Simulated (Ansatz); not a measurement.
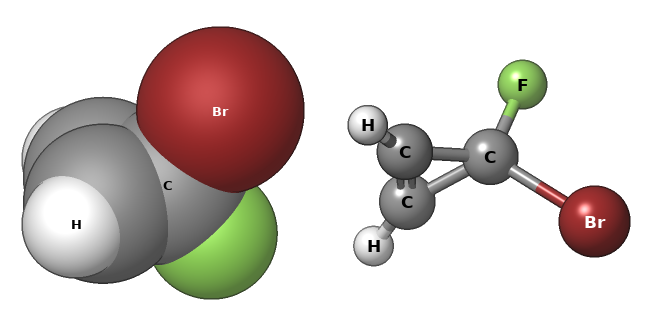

Two views of one molecule.

The geometry was computed by an optimisation with PBE0-D4/def2-TZVP. No frequency run is at hand to confirm it as a minimum.

Which formula does it have?

C3H2BrF, 7 atoms: 3 carbon, 2 hydrogen, 1 bromine and 1 fluorine.

How many atoms are distinct by symmetry?

5: 1 F, 1 C, 1 Br, 2 C, 2 H.

What is its SMILES?

FC1(Br)C=C1

Count the bonded pairs by element.

3 C–C, 2 C–H, 1 C–F, 1 C–Br.

The parts below concern this one geometry. Atoms keep their numbers from picture to picture.

### Geometry

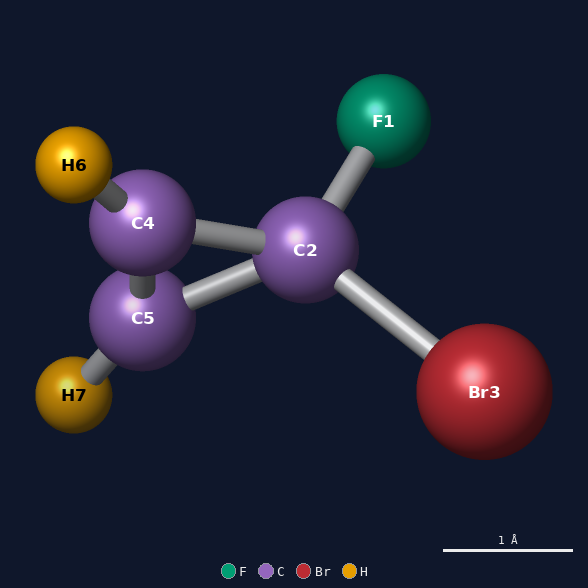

The atoms are numbered. No frequency run is at hand to confirm it as a minimum.

Which atoms are bonded, and how long are the bonds?

```tsv
bond	length (Å)	order
F1–C2	1.364	single
C2–Br3	1.937	single
C2–C4	1.442	single
C2–C5	1.442	single
C4–C5	1.306	double
C4–H6	1.078	single
C5–H7	1.078	single
```

### Levels of theory compared

No frequency run is at hand to confirm it as a minimum. Program: Ansatz 0.2.0.

At this fixed geometry, give HOMO–LUMO gap (eV) at these levels: B3LYP-D4/def2-TZVPP; PBE-D4/def2-TZVPP; PBE0-D4/def2-TZVPP; r2SCAN-D4/def2-TZVPP; ωB97M-V/def2-TZVPP; ωB97X-V/def2-TZVPP.

| level | HOMO–LUMO gap (eV) |
| --- | --- |
| B3LYP-D4/def2-TZVPP | 6.47 |
| PBE-D4/def2-TZVPP | 4.58 |
| PBE0-D4/def2-TZVPP | 6.96 |
| r2SCAN-D4/def2-TZVPP | 5.11 |
| ωB97M-V/def2-TZVPP | 11.39 |
| ωB97X-V/def2-TZVPP | 11.66 |

### Charges

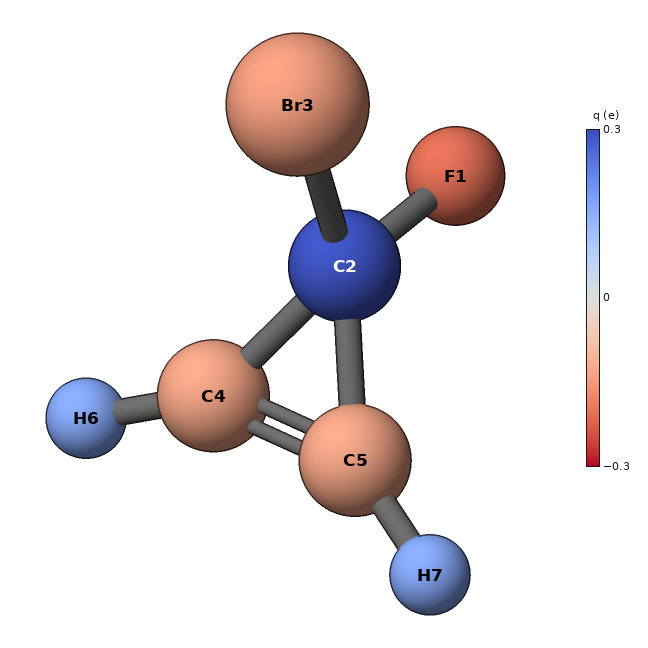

Atoms are coloured by their Mulliken charges. No frequency run is at hand to confirm it as a minimum. Level of theory: RKS r2SCAN-D4/def2-TZVPP (Ansatz 0.2.0).

List the Mulliken charges.

```tsv
atom	value (e)
F1	−0.20
C2	0.28
Br3	−0.14
C4	−0.13
C5	−0.13
H6	0.16
H7	0.16
```

### Dipole moment

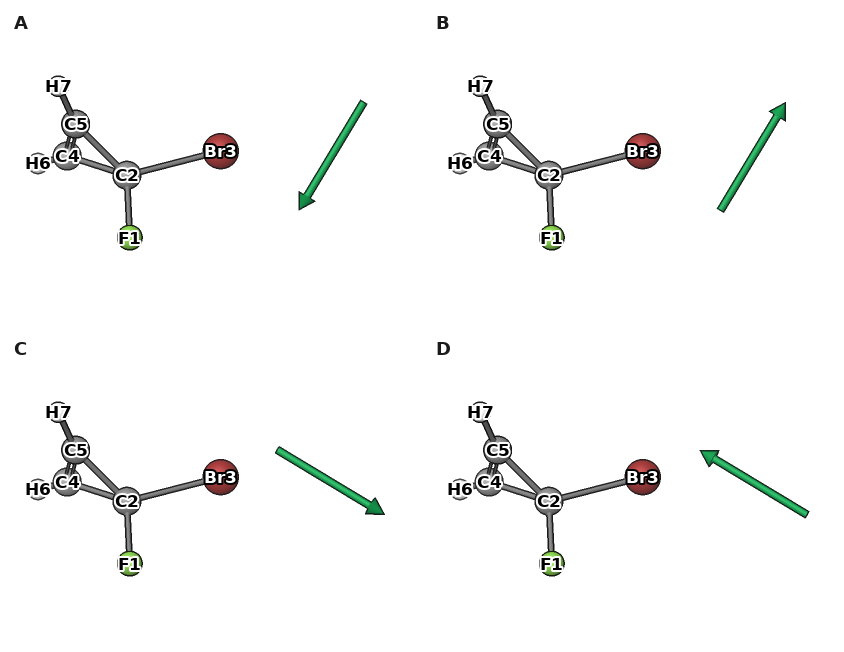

The same molecule four times, each with an arrow. No frequency run is at hand to confirm it as a minimum. Level of theory: RKS ωB97M-V/def2-TZVPP (Ansatz 0.2.0).

Which arrow points along the dipole moment, from the negative to the positive end?

D. The dipole moment is 3.07 D; it points from the side of Br3 to the side of H6, H7 (the outermost atoms at the two ends).

Mulliken values depend strongly on the basis set and can even reverse the polarity of a bond.
